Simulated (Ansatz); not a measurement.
## Molecular dynamics of CH3OSi (charge +1) (part 4 of 4)

Continued. System: CH3OSi, charge +1. Method: UKS B3LYP/6-31G (Ansatz 0.2.0). It belongs to a series of runs on one base structure; here: dynamics from the start.

Geometry of the input (Å):
```
O  1.0912  1.1702  -0.7870
C  0.3831  0.2534  -0.2994
Si -0.8826  -0.4412  0.7079
H  1.8116  0.9595  -1.4455
H  -2.0735  -0.8300  -0.0861
H  -0.3299  -1.1118  1.9100
```

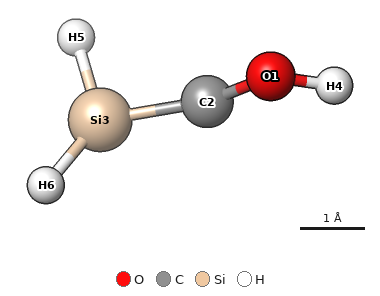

**Figure 1.** The geometry at step 291 of the log (ball-and-stick view, seen at a tilt; atoms are numbered from 1 in the order of the input).

Trajectory as extended XYZ, continued
```
6
Properties=species:S:1:pos:R:3:forces:R:3 step=176 time_fs=176.0 energy=-10997.03157 temperature=1301.0
O     1.1404    1.0849   -0.8402   -1.0361   0.1833   1.0023
C     0.2282    0.5351   -0.1521    1.4669   0.9231  -0.8990
Si   -0.8270   -0.4974    0.6592   -1.9930  -1.5999   0.9746
H     1.7677    0.4971   -1.3035    0.6623  -0.3194  -0.7416
H    -2.1995   -0.7915    0.1293    0.3545   0.3649  -0.3650
H    -0.6445   -1.1262    1.9977    0.5453   0.4481   0.0287
6
Properties=species:S:1:pos:R:3:forces:R:3 step=182 time_fs=182.0 energy=-10997.00421 temperature=1255.5
O     1.1385    1.0921   -0.7831    4.1396   1.9783  -3.8646
C     0.2441    0.5219   -0.2522   -3.8482  -2.9066   3.7625
Si   -0.8331   -0.5213    0.6729   -0.3118   0.2167  -0.3500
H     1.7332    0.6383   -1.5001   -0.2356   0.5815   0.8148
H    -2.1945   -0.5147    0.1245   -0.2096   0.0304  -0.2426
H    -0.6024   -0.8357    2.1063    0.4657   0.0996  -0.1202
6
Properties=species:S:1:pos:R:3:forces:R:3 step=188 time_fs=188.0 energy=-10996.89507 temperature=1041.6
O     1.1911    1.1306   -0.7822   -3.2014  -0.8935   0.9040
C     0.1928    0.4538   -0.2730    3.8384   1.9173  -0.8344
Si   -0.8468   -0.5443    0.6846   -1.3501   0.1946   0.2457
H     1.7196    0.8795   -1.5761    0.3518  -0.5892  -0.0650
H    -2.2092   -0.2361    0.0608    0.4480  -0.3995   0.4918
H    -0.4159   -0.5148    2.1538   -0.0867  -0.2297  -0.7421
6
Properties=species:S:1:pos:R:3:forces:R:3 step=194 time_fs=194.0 energy=-10996.81291 temperature=880.3
O     1.1933    1.1550   -0.7768   -2.6398  -1.2158   0.4639
C     0.2273    0.4261   -0.3030    2.7205   1.6324  -0.3339
Si   -0.8736   -0.5644    0.6971    0.4474   0.4544  -0.7356
H     1.7639    0.9647   -1.5705    0.1515  -0.4605   0.1975
H    -2.1333   -0.0709    0.1286   -0.6493  -0.1316   0.1140
H    -0.2373   -0.2629    2.0041   -0.0304  -0.2789   0.2941
6
Properties=species:S:1:pos:R:3:forces:R:3 step=200 time_fs=200.0 energy=-10996.61101 temperature=496.1
O     1.1514    1.1611   -0.7690    3.8767   2.0728  -2.9565
C     0.3219    0.4332   -0.3340   -4.5894  -2.9044   3.0819
Si   -0.8963   -0.5785    0.7016    1.2264   0.9851  -0.9240
H     1.8570    0.9165   -1.4773   -0.3161   0.3187   0.5926
H    -2.2038    0.0356    0.2571    0.1928  -0.1705   0.1477
H    -0.0879   -0.1078    1.9016   -0.3905  -0.3016   0.0583
6
Properties=species:S:1:pos:R:3:forces:R:3 step=206 time_fs=206.0 energy=-10996.67477 temperature=612.9
O     1.1609    1.1950   -0.8027   -1.2525  -1.1865   1.0479
C     0.3217    0.3855   -0.2969   -0.4432   1.1815  -0.1973
Si   -0.9047   -0.5810    0.6953    0.9407   0.8654  -0.3237
H     1.9462    0.9190   -1.3125    0.7714  -0.2025  -0.6987
H    -2.2423    0.0818    0.4207    0.2879  -0.3082  -0.1200
H    -0.0551   -0.0579    1.8416   -0.3044  -0.3497   0.2916
6
Properties=species:S:1:pos:R:3:forces:R:3 step=212 time_fs=212.0 energy=-10996.46997 temperature=224.6
O     1.1652    1.2064   -0.8282   -1.3246  -3.2094   1.7216
C     0.2998    0.3623   -0.2595    2.1343   3.2750  -2.1675
Si   -0.9007   -0.5737    0.6849    1.0397   0.2355   0.2593
H     2.0724    0.9213   -1.2272   -1.2388   0.0851   0.1847
H    -2.2232    0.0399    0.5418   -0.5829  -0.0783  -0.4290
H    -0.1193   -0.1238    1.8832   -0.0276  -0.3079   0.4309
6
Properties=species:S:1:pos:R:3:forces:R:3 step=218 time_fs=218.0 energy=-10996.80102 temperature=855.0
O     1.1359    1.1602   -0.8166    1.0687   0.5867   0.0051
C     0.3229    0.4199   -0.2723   -2.3923  -0.6260   1.1132
Si   -0.8848   -0.5616    0.6775    0.6148   0.9116   0.4314
H     2.0119    0.8998   -1.1858    0.3824  -0.1884  -0.7092
H    -2.3203   -0.0552    0.5270    0.5885  -0.4059  -0.3716
H    -0.2131   -0.2980    2.0333   -0.2622  -0.2780  -0.4689
6
Properties=species:S:1:pos:R:3:forces:R:3 step=224 time_fs=224.0 energy=-10997.09013 temperature=1412.9
O     1.1348    1.1226   -0.8079    2.2820   1.5169  -1.1283
C     0.2834    0.4638   -0.2566   -2.4570  -1.5400   1.7908
Si   -0.8608   -0.5395    0.6742    0.4018   0.4511  -0.1442
H     1.9511    0.8336   -1.3147   -0.3279  -0.2134  -0.1829
H    -2.2821   -0.2689    0.3810   -0.0945  -0.1507  -0.3870
H    -0.3718   -0.5604    2.0732    0.1956  -0.0639   0.0516
6
Properties=species:S:1:pos:R:3:forces:R:3 step=230 time_fs=230.0 energy=-10997.03569 temperature=1314.9
O     1.1715    1.1125   -0.8155   -2.2658  -1.5147   0.6717
C     0.1929    0.4759   -0.2031    4.7744   2.6239  -2.5800
Si   -0.8349   -0.5133    0.6721   -2.2414  -1.2695   1.2111
H     1.7864    0.6846   -1.5216   -0.8165   0.1055   0.9854
H    -2.2306   -0.5456    0.1135    0.3625  -0.0188   0.0754
H    -0.4834   -0.8505    2.0910    0.1868   0.0736  -0.3636
6
Properties=species:S:1:pos:R:3:forces:R:3 step=236 time_fs=236.0 energy=-10996.99598 temperature=1231.6
O     1.1640    1.0804   -0.8099   -0.8226   0.8002  -0.4113
C     0.2101    0.5450   -0.2025    0.3038  -0.4721   1.2551
Si   -0.8321   -0.4999    0.6807   -1.4650  -0.7258  -0.3756
H     1.5100    0.5269   -1.5338    1.3065  -0.2808  -0.7116
H    -2.0789   -0.8146   -0.1286    0.3706   0.3870   0.4652
H    -0.5230   -1.1103    2.0084    0.3067   0.2915  -0.2218
6
Properties=species:S:1:pos:R:3:forces:R:3 step=242 time_fs=242.0 energy=-10996.75287 temperature=767.9
O     1.1494    1.0567   -0.8276    2.0201   0.7504  -3.2127
C     0.2375    0.6021   -0.1689   -2.2981  -2.4624   2.8801
Si   -0.8466   -0.4950    0.6869    0.2542   0.1878  -0.6220
H     1.5170    0.4182   -1.5558    0.4316   1.0099   0.8603
H    -1.8451   -0.9745   -0.2555   -0.7599   0.2313  -0.2090
H    -0.4565   -1.2827    1.8656    0.3519   0.2830   0.3033
6
Properties=species:S:1:pos:R:3:forces:R:3 step=248 time_fs=248.0 energy=-10996.69787 temperature=661.8
O     1.1586    1.0534   -0.8906   -2.8966   0.4687   2.6063
C     0.2232    0.6018   -0.0745    3.7081   0.4496  -3.1947
Si   -0.8613   -0.4914    0.6858   -0.5800  -1.4881  -0.0256
H     1.7394    0.4856   -1.4482    0.0063  -0.5792   0.0548
H    -1.7951   -1.0286   -0.3882    0.0197   0.5243   0.5550
H    -0.2937   -1.3392    1.7955   -0.2575   0.6248   0.0042
6
Properties=species:S:1:pos:R:3:forces:R:3 step=255 time_fs=255.0 energy=-10996.79168 temperature=835.4
O     1.1167    1.0569   -0.9128   -0.0393   1.0417   1.2563
C     0.3095    0.6024   -0.0568   -0.6667  -1.4178  -0.9239
Si   -0.8829   -0.5036    0.6829    1.3127   0.7786  -0.0534
H     1.8692    0.4944   -1.2128    0.1577  -0.2704  -0.6119
H    -1.7887   -0.9114   -0.3792   -0.4779  -0.1207  -0.3091
H    -0.1887   -1.1881    1.7731   -0.2865  -0.0115   0.6420
6
Properties=species:S:1:pos:R:3:forces:R:3 step=261 time_fs=261.0 energy=-10996.69205 temperature=652.8
O     1.0850    1.0789   -0.9087    3.6563   0.8312  -1.1727
C     0.3714    0.5619   -0.0718   -4.0648  -2.7779   1.8407
Si   -0.8876   -0.5084    0.6794    1.6379   0.9628  -0.2121
H     1.9097    0.4986   -1.1407   -0.7468   0.9599  -0.7594
H    -1.8939   -0.8147   -0.3976    0.2584  -0.0956   0.4074
H    -0.2300   -1.0218    1.9302   -0.7410   0.1196  -0.1038
6
Properties=species:S:1:pos:R:3:forces:R:3 step=267 time_fs=267.0 energy=-10997.07619 temperature=1390.9
O     1.1054    1.1188   -0.9124   -2.3030  -0.7958   3.1099
C     0.3436    0.4591   -0.0584    2.2173   1.7189  -3.4481
Si   -0.8740   -0.5026    0.6748   -0.0203  -0.2826   0.7766
H     1.8615    0.6730   -1.3415    0.4967  -0.5516  -0.4476
H    -1.9505   -0.7557   -0.3176   -0.0078  -0.0913   0.1645
H    -0.4973   -0.8258    2.0807   -0.3829   0.0024  -0.1554
6
Properties=species:S:1:pos:R:3:forces:R:3 step=273 time_fs=273.0 energy=-10997.15758 temperature=1543.6
O     1.1001    1.1389   -0.8681   -0.6921  -1.0611   0.3739
C     0.3615    0.3932   -0.1267    1.6338   1.4227  -1.8685
Si   -0.8588   -0.4987    0.6793   -0.5711  -0.2483   1.0685
H     1.7693    0.8035   -1.5719   -0.5501  -0.0273   1.0719
H    -2.0161   -0.7276   -0.1934   -0.1638  -0.0116  -0.3179
H    -0.8892   -0.6254    2.1702    0.3433  -0.0745  -0.3279
6
Properties=species:S:1:pos:R:3:forces:R:3 step=279 time_fs=279.0 energy=-10996.68632 temperature=642.5
O     1.0811    1.1488   -0.8142    2.3047   2.8902  -3.3333
C     0.4091    0.3522   -0.2334   -3.9846  -3.5214   3.9321
Si   -0.8506   -0.4971    0.6945   -0.6932   0.5723  -0.7075
H     1.6306    0.8908   -1.6095    0.7690   0.1322   0.2349
H    -2.0985   -0.7003   -0.1524    0.7088   0.1362  -0.0248
H    -1.1651   -0.4541    2.1600    0.8953  -0.2095  -0.1014
6
Properties=species:S:1:pos:R:3:forces:R:3 step=285 time_fs=285.0 energy=-10996.77364 temperature=804.2
O     1.0910    1.1980   -0.8119   -2.0574  -1.9086   0.6531
C     0.3802    0.2475   -0.2608    1.8162   2.3179  -0.4733
Si   -0.8504   -0.4895    0.7038   -0.7043   0.3982  -0.0914
H     1.7165    0.9906   -1.5481    0.6158  -0.2368   0.0470
H    -2.0104   -0.6452   -0.1558   -0.4071  -0.2676  -0.6264
H    -1.1566   -0.3531    2.1328    0.7367  -0.3031   0.4909
6
Properties=species:S:1:pos:R:3:forces:R:3 step=291 time_fs=291.0 energy=-10996.84983 temperature=955.5
O     1.0712    1.2142   -0.8099   -0.6392  -2.9642   0.3085
C     0.3880    0.1939   -0.2890    2.5873   3.3445  -0.8245
Si   -0.8607   -0.4770    0.7106   -1.2985   0.3191  -0.4132
H     1.9321    1.0452   -1.3701   -1.2909  -0.0499   0.8488
H    -1.9783   -0.6672   -0.2993    0.2856  -0.3189   0.5697
H    -0.8970   -0.3556    2.2142    0.3558  -0.3305  -0.4893
6
Properties=species:S:1:pos:R:3:forces:R:3 step=297 time_fs=297.0 energy=-10996.92565 temperature=1102.8
O     1.0315    1.1801   -0.7965    1.2890   2.4694  -0.7733
C     0.4536    0.2185   -0.3299   -3.1203  -2.8424   3.0884
Si   -0.8831   -0.4595    0.7117    1.0854   1.0560  -1.2339
H     1.9518    1.0600   -1.0784    1.1914   0.1702  -1.0407
H    -1.9001   -0.8064   -0.3011   -0.2781  -0.5832   0.3415
H    -0.5207   -0.4684    2.1675   -0.1674  -0.2700  -0.3820
6
Properties=species:S:1:pos:R:3:forces:R:3 step=303 time_fs=303.0 energy=-10997.16575 temperature=1557.1
O     1.0275    1.1815   -0.7985    1.6832   0.4642   0.1316
C     0.4534    0.1876   -0.3006   -0.7027  -0.1527   0.4490
Si   -0.8958   -0.4305    0.6992    0.3080   0.0821  -0.5768
H     2.0285    1.1346   -1.0052   -0.9965  -0.0277  -0.4353
H    -1.8870   -1.1373   -0.1738    0.1393  -0.2232   0.4078
H    -0.1918   -0.6749    1.9979   -0.4313  -0.1426   0.0236
6
Properties=species:S:1:pos:R:3:forces:R:3 step=309 time_fs=309.0 energy=-10996.87921 temperature=1010.7
O     1.0466    1.1952   -0.7959   -1.3292  -2.2604   1.7252
C     0.4334    0.1500   -0.2585    2.9886   3.5787  -3.0847
Si   -0.9054   -0.4023    0.6814   -1.2822  -2.1579   1.1434
H     1.9942    1.1961   -1.1246   -0.4610  -0.5081  -0.0240
H    -1.8315   -1.5123    0.0754    0.6287   0.9556   0.2180
H    -0.0109   -0.9148    1.8200   -0.5449   0.3921   0.0222
6
Properties=species:S:1:pos:R:3:forces:R:3 step=315 time_fs=315.0 energy=-10996.76384 temperature=782.5
O     1.0420    1.1709   -0.7626    0.4723   1.6420  -0.3012
C     0.4785    0.1946   -0.2889   -1.5716  -1.6008  -0.0383
Si   -0.9260   -0.3959    0.6754    0.9432  -0.4206   1.0631
H     1.8757    1.1159   -1.2673    0.8118   0.0681  -0.4033
H    -1.6216   -1.6423    0.3659   -0.7324  -0.2692  -1.0056
H     0.0075   -1.0316    1.6749    0.0768   0.5804   0.6854
6
Properties=species:S:1:pos:R:3:forces:R:3 step=321 time_fs=321.0 energy=-10996.67579 temperature=616.7
O     1.0586    1.1792   -0.7413    2.4838   2.0547  -2.5144
C     0.4856    0.1992   -0.3244   -2.6290  -2.6688   1.0162
Si   -0.9385   -0.3989    0.6823    0.9843  -1.2654   0.6611
H     1.8216    1.0552   -1.4329   -0.5696   0.5402   1.1231
H    -1.5824   -1.7600    0.3687   -0.1482   0.8056  -0.6129
H     0.0233   -0.9535    1.7300   -0.1214   0.5337   0.3269
6
Properties=species:S:1:pos:R:3:forces:R:3 step=327 time_fs=327.0 energy=-10996.86691 temperature=987.3
O     1.1059    1.2233   -0.7559   -3.3092  -2.8339   1.4743
C     0.4305    0.1439   -0.3386    1.9145   3.2949  -1.4671
Si   -0.9387   -0.4155    0.6978    0.8641  -0.8167   0.6544
H     1.8008    1.1276   -1.4241    1.1714  -0.2613  -0.4089
H    -1.6199   -1.6597    0.1627   -0.0865   0.5290  -0.0457
H    -0.0064   -0.7045    1.8947   -0.5543   0.0880  -0.2071
6
Properties=species:S:1:pos:R:3:forces:R:3 step=333 time_fs=333.0 energy=-10997.05990 temperature=1355.3
O     1.1054    1.2154   -0.7576   -1.3433  -1.7951  -0.1480
C     0.4174    0.1663   -0.3853    1.0687   1.9840   0.1134
Si   -0.9273   -0.4405    0.7200    1.2221   0.7719  -1.0124
H     1.9306    1.1503   -1.3393   -0.4099  -0.2754   0.6257
H    -1.7068   -1.4028   -0.0813   -0.3152  -0.2247   0.2222
H    -0.2023   -0.4298    2.0208   -0.2224  -0.4607   0.1991
6
Properties=species:S:1:pos:R:3:forces:R:3 step=339 time_fs=339.0 energy=-10996.80970 temperature=880.3
O     1.0775    1.1787   -0.7626    3.1856   3.3126  -1.8806
C     0.4230    0.2309   -0.4222   -3.6121  -3.9687   3.7552
Si   -0.9019   -0.4577    0.7297    0.7917   0.8819  -2.3846
H     2.0366    1.0899   -1.1052   -0.7104   0.0929   0.0165
H    -1.8604   -1.1873   -0.2198    0.4265   0.1001   0.9598
H    -0.4868   -0.2950    2.1735   -0.0814  -0.4189  -0.4663
6
Properties=species:S:1:pos:R:3:forces:R:3 step=345 time_fs=345.0 energy=-10996.98402 temperature=1208.4
O     1.0906    1.1888   -0.7938   -1.7639  -1.1266   0.7074
C     0.3537    0.2194   -0.3691    0.8568   1.5209   1.1472
Si   -0.8664   -0.4641    0.7135    0.1317   0.5976  -0.5781
H     2.0407    1.0352   -0.9324    1.0241  -0.2766  -0.6925
H    -1.9355   -0.9772   -0.1012   -0.6056  -0.6852  -0.2995
H    -0.7859   -0.2939    2.1958    0.3568  -0.0302  -0.2844
6
Properties=species:S:1:pos:R:3:forces:R:3 step=352 time_fs=352.0 energy=-10996.75583 temperature=775.5
O     1.0876    1.1738   -0.8173   -0.5063  -2.7892   1.3370
C     0.3071    0.2560   -0.2746    3.7738   3.9266  -2.0159
Si   -0.8325   -0.4675    0.6847   -3.6703  -1.4508   0.7522
H     2.0793    0.9154   -0.9415   -1.1798   0.2392  -0.3005
H    -2.1207   -0.9499    0.0067    0.9542  -0.0924   0.0275
H    -0.9842   -0.3057    2.1449    0.6284   0.1666   0.1997
6
Properties=species:S:1:pos:R:3:forces:R:3 step=358 time_fs=358.0 energy=-10996.92765 temperature=1104.9
O     1.0676    1.1136   -0.8135    4.2956   3.6060  -3.1130
C     0.3532    0.3831   -0.2309   -4.6159  -3.7506   3.3908
Si   -0.8417   -0.4841    0.6679   -0.2271   0.2841   1.0953
H     1.9799    0.8310   -1.1131    0.2321   0.1978  -0.2729
H    -2.0504   -1.0034    0.0587   -0.2225  -0.3648  -0.7777
H    -0.9281   -0.2628    2.1516    0.5378   0.0276  -0.3225
6
Properties=species:S:1:pos:R:3:forces:R:3 step=364 time_fs=364.0 energy=-10997.17993 temperature=1580.1
O     1.1123    1.1044   -0.8573   -1.1319   0.2507   0.7097
C     0.3161    0.4457   -0.1267    1.3233   0.6629  -2.1053
Si   -0.8599   -0.5007    0.6638   -0.7988  -0.4691   0.7394
H     1.9216    0.7911   -1.3304    0.3047  -0.4953   0.2629
H    -1.9789   -1.1496   -0.0987    0.3762   0.2669   0.0317
H    -0.7042   -0.2123    2.0936   -0.0736  -0.2160   0.3616
6
Properties=species:S:1:pos:R:3:forces:R:3 step=370 time_fs=370.0 energy=-10996.78115 temperature=823.5
O     1.1506    1.1099   -0.8964   -1.7553  -1.6572   1.7126
C     0.2967    0.5096   -0.0670    2.8479   1.3578  -4.2248
Si   -0.8847   -0.5212    0.6703    0.4325   0.1353   0.9458
H     1.8885    0.6215   -1.4440   -1.0132   0.3614   1.3384
H    -1.8295   -1.2279   -0.2688    0.1325   0.3899   0.4154
H    -0.5052   -0.2433    2.1055   -0.6446  -0.5872  -0.1873
6
Properties=species:S:1:pos:R:3:forces:R:3 step=376 time_fs=376.0 energy=-10996.76317 temperature=788.0
O     1.1464    1.0918   -0.8974    0.4485   1.3723  -0.5626
C     0.3404    0.6022   -0.1101   -3.7280  -2.5816   1.7635
Si   -0.9027   -0.5380    0.6872    2.6885   2.1542  -0.4145
H     1.7624    0.4630   -1.2933    1.6045  -0.4320  -0.8405
H    -1.6598   -1.2057   -0.3492   -0.6167  -0.1892  -0.2966
H    -0.5016   -0.4548    2.0949   -0.3968  -0.3237   0.3507
6
Properties=species:S:1:pos:R:3:forces:R:3 step=382 time_fs=382.0 energy=-10996.88563 temperature=1019.2
O     1.1590    1.0826   -0.9118    1.1737  -0.8650  -0.3875
C     0.2989    0.6324   -0.1211   -2.0387  -2.0198   1.1233
Si   -0.8915   -0.5320    0.6990    1.5299   0.9811  -1.2454
H     1.8723    0.3936   -1.2229   -0.5381   1.2541   0.1520
H    -1.6452   -1.1974   -0.4527    0.1194   0.4445   0.7319
H    -0.6433   -0.7761    2.1591   -0.2463   0.2052  -0.3743
6
Properties=species:S:1:pos:R:3:forces:R:3 step=388 time_fs=388.0 energy=-10996.73484 temperature=730.5
O     1.1808    1.0676   -0.9286   -3.5943  -0.4268   2.8352
C     0.2069    0.6084   -0.1048    4.0561   0.8215  -2.8122
Si   -0.8614   -0.5142    0.6985    0.3595  -0.4950   0.6327
H     1.9962    0.5524   -1.1709   -0.2751  -0.4382   0.2267
H    -1.6404   -1.0815   -0.3853   -0.5869  -0.1688  -0.4696
H    -0.8593   -1.0222    2.1251    0.0407   0.7073  -0.4128
6
Properties=species:S:1:pos:R:3:forces:R:3 step=394 time_fs=394.0 energy=-10996.87909 temperature=1000.5
O     1.1390    1.0445   -0.8924   -1.1353   0.8695   0.6892
C     0.2109    0.5989   -0.1540    1.2100  -0.1676  -0.0248
Si   -0.8273   -0.5011    0.6994   -0.8407  -0.7600  -1.7058
H     1.9998    0.6010   -1.0621    0.2280  -0.5928  -0.1973
H    -1.7696   -0.9764   -0.3924    0.3313   0.2107   0.2696
H    -1.0695   -1.0596    2.0124    0.2067   0.4402   0.9692
6
Properties=species:S:1:pos:R:3:forces:R:3 step=400 time_fs=400.0 energy=-10996.67041 temperature=611.0
O     1.0919    1.0410   -0.8514    5.8660   1.8280  -3.3780
C     0.2326    0.5772   -0.1929   -4.3986  -2.2364   4.1873
Si   -0.8026   -0.4978    0.6853   -1.3616  -1.0596   0.1037
H     1.9825    0.5238   -0.9976   -0.9108   0.7578  -0.3669
H    -1.8284   -0.8291   -0.3525    0.1624  -0.1050  -0.0073
H    -1.1905   -0.9084    2.1129    0.6426   0.8152  -0.5389
```

Results in brief

- outcome: finished
- mean temperature over the second half: 952 K
- trajectory: 400 steps, 400 fs
- ensemble: nve
- temperature in the input: 2000.0 K
- time step: 1.0 fs
- potential energy (last step): −10996.6706 eV
- mean-field energy (last step): −10996.6706 eV
- largest force (length of the vector) (last step): 7.012 eV/Å
- wall time: 13 min
- peak memory: 0.11 GiB

Notes

So short a trajectory is not equilibrated.
